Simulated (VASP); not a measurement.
Band structure of InAgTe2 (relaxed from the chalcopyrite structure, space group I-42d). Method: PBE GGA, VASP's PBE PAW potentials (set 64) (plane waves; VASP).

Unless said otherwise, spin-orbit coupling is left out, though it shifts the bands of the heavy elements here.

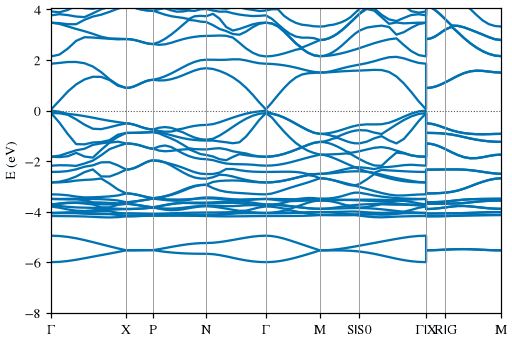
*Bands along high-symmetry lines, zero at the valence-band maximum or, without a gap, the Fermi level*

Problem. Read the plot: is there a gap, and where are the band edges?

Solution. The gap is direct, 0.05 eV, from the valence maximum at Γ to the conduction minimum at Γ. (Edges off the drawn lines would not show.)

The structure was generated: InAgTe2 was put into the chalcopyrite type (I-42d), which need not be its known phase. It was relaxed first.
